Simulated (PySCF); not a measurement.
# [NH2]− (SMILES [NH2-]): MP2/6-31G

Aim: the vertical ionisation energy of [NH2]− at MP2/6-31G, from 2 runs. 

The calculation is run with PySCF 2.14.0.

13 further runs of the same task are left out: 2 that didn't finish, 11 set aside as unsound or not needed.

## Step 1: The molecule

[NH2]− has 3 atoms, charge -1, and is taken as a singlet. SMILES: `[NH2-]`. The shape is that of a PBE0-D4/def2-TZVPD optimisation.

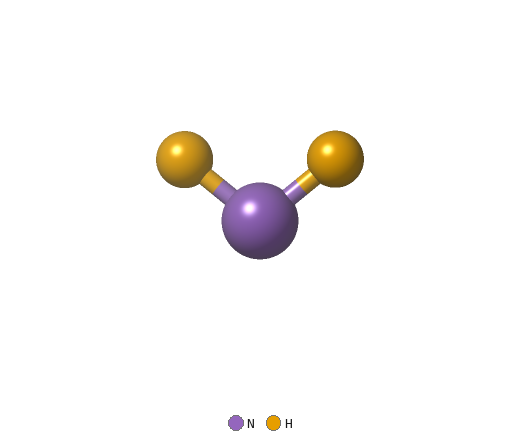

The structure, seen from a chosen angle (nitrogen purple, hydrogen amber).

## Step 2: A single-point energy at MP2/6-31G

Contents of calc.py:

```python
from pyscf import gto, scf, mp

system = gto.M(
    atom='''
N      0.646664    -0.383614     0.318797
H      0.237161     1.514049     0.294797
H     -0.883825    -1.130434    -0.613594
''',
    spin=0,
    charge=-1,
    verbose=3,
    max_memory=1860,
    basis='6-31g',
    unit='bohr',
)

myscf = scf.RHF(system)
myscf.conv_tol = 1e-10
myscf.kernel()
if not myscf.converged:
    myscf = myscf.newton().run(myscf.mo_coeff, myscf.mo_occ)

pt = mp.MP2(myscf, frozen=1).run()
e_tot = pt.e_tot
print('Final energy', e_tot)
```

Command:

```sh
$ OMP_NUM_THREADS=1 python calc.py
```

Standard output:

```text
converged SCF energy = -55.4556505004553
E(RMP2) = -55.5697988817302  E_corr = -0.114148381274945
E(SCS-RMP2) = -55.5709810390511  E_corr = -0.115330538595817
Final energy -55.569798881730236
```

Run time: 0.81 s. Hardware: 1 thread of Arm Neoverse V1, shared host; peak memory 0.12 GiB.

## Step 3: Doublet neutral NH2

Contents of job.py:

```python
from pyscf import gto, scf, mp

mol = gto.M(
    atom=[
    ('N', (0.342200, -0.203000, 0.168700)),
    ('H', (0.125500, 0.801200, 0.156000)),
    ('H', (-0.467700, -0.598200, -0.324700)),
],
    verbose=3,
    spin=1,
    basis='6-31g',
    max_memory=1860,
)

hf = scf.UHF(mol)
hf.conv_tol = 1e-10
hf.kernel()
if not hf.converged:
    hf = hf.newton().run(hf.mo_coeff, hf.mo_occ)

pt = mp.MP2(hf, frozen=1).run()
energy = pt.e_tot
print('E = %.10f Eh' % energy)
```

Command:

```sh
$ OMP_NUM_THREADS=1 python job.py
```

Standard output:

```text
converged SCF energy = -55.5317216484071  <S^2> = 0.75698212  2S+1 = 2.00697
E(UMP2) = -55.6181590027913  E_corr = -0.0864373543841973
E(SCS-UMP2) = -55.6203888476959  E_corr = -0.0886671992887808
E = -55.6181590028 Eh
```

Wall time 0.87 s (1 thread of Arm Neoverse V1, shared host); peak memory 0.12 GiB.

## Step 4: Results

Level: MP2/6-31G, 1 core orbital frozen.

| quantity | value |
| --- | --- |
| singlet [NH2]−: total energy | -55.56980 Eh |
| singlet [NH2]−: HOMO energy (Hartree–Fock orbitals) | -0.01 eV |
| singlet [NH2]−: LUMO energy (Hartree–Fock orbitals) | 14.14 eV |
| singlet [NH2]−: HOMO–LUMO gap (to an unbound level, set by the basis) | 14.15 eV |
| singlet [NH2]−: correlation energy (1 core orbital frozen) | -114.1 mEh |
| doublet neutral NH2: total energy | -55.61816 Eh |
| doublet neutral NH2: dipole moment (Hartree–Fock density) | 2.47 D |
| doublet neutral NH2: HOMO energy (Hartree–Fock orbitals) (highest over α and β) | -12.09 eV |
| doublet neutral NH2: LUMO energy (Hartree–Fock orbitals) (lowest over α and β) | 3.76 eV |
| doublet neutral NH2: correlation energy (1 core orbital frozen) | -86.4 mEh |
| doublet neutral NH2: ⟨S²⟩ of the reference determinant | 0.757 |
| vertical detachment energy (to the doublet neutral) | -1.316 eV |

The species is unbound against losing an electron at this level, by 1.32 eV (−30 kcal/mol); missing correlation or diffuse functions can give that sign where the real anion is bound. Mulliken charges (singlet [NH2]−) of the mean-field density run from -1.14 on N1 to +0.07 on H2; they depend strongly on the basis. Mulliken charges (doublet neutral NH2) of the mean-field density run from -0.56 on N1 to +0.28 on H2.
